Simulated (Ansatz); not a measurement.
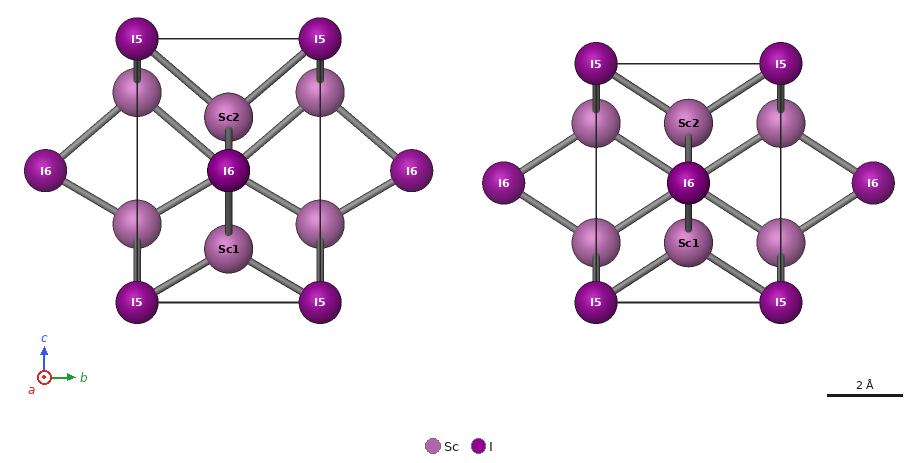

Two geometries of crystalline Sc$_{2}$I (built on the tetragonal zirconia_137 type), drawn at one scale. One is the start of a relaxation, the other its converged end. Style: ball-and-stick. Shown: the cell of the calculation, along the a axis.

These are results of DFT PBE, scalar-relativistic, plane waves, PAW (Ansatz 0.2.0), not measurements. (plane-wave cutoff 420 eV; k-point mesh 8 × 8 × 6; occupations gaussian; smearing width 0.1 eV; no spin polarisation; cell and atoms relaxed; force threshold 0.01 eV/Å; at most 80 steps)

Which of the two is the end point?

Answer. The right one is the relaxed one. Case: anti-tetragonal zirconia type (P4_2/nmc, No. 137). The largest moves relative to the cell, 0.30 Å, are those of Sc atoms. I stays in place. The drawn cell changes as follows: a = b 4.938 → 4.983 Å (+0.9 %), c 7.108 → 6.442 Å (−9.4 %); the volume changes by −7.7 %. Some distances before and after: Sc–Sc 3.554 → 3.221 Å, I–Sc 3.248 → 2.967 Å, I–Sc 2.860 → 2.967 Å. Bond angles that change, for instance: I–Sc–I 98.9° → 114.2°, I–Sc–I 119.4° → 114.2°, I–Sc–I 109.1° → 107.1°. The space group (tolerance 0.01 Å) goes from P4_2/nmc (No. 137) to I4/mmm (No. 139). The energy falls by 74.2 meV per atom in 5 accepted moves (6 points after the start). The largest force component goes from 0.34 to under 0.0001 eV/Å. The pressure goes from −1.64 to −0.01 GPa. The SCF was repeated once at an unchanged geometry on a basis and grid sized afresh for the cell, which shifted the energy by 0.2 meV per atom at most. The run took 2.1 min on 1 thread of Intel(R) Xeon(R) 6975P-C (Granite Rapids), with other jobs on the host, peak memory 0.7 GiB.
